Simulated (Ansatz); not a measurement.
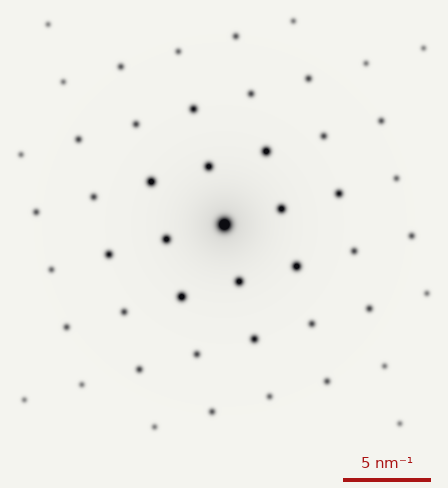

Simulated selected-area electron diffraction pattern (200 kV, kinematic approximation, thin crystal, B = 0.5 Å² for all atoms).

It belongs to PrC, space group Pm-3m (No. 221), a = 2.92 Å. Structure: the input geometry of an electronic-structure calculation (not necessarily at equilibrium); the starting structure was generated, so it need not be a known form of this composition.

> Which low-index zone axis gives this pattern?

The spots form a square net with both shortest vectors at d = 2.92 Å, 90.0° apart. They index as 1 0 0 and 0 1 0, so the zone axis is [001] (or an equivalent direction of <001>).
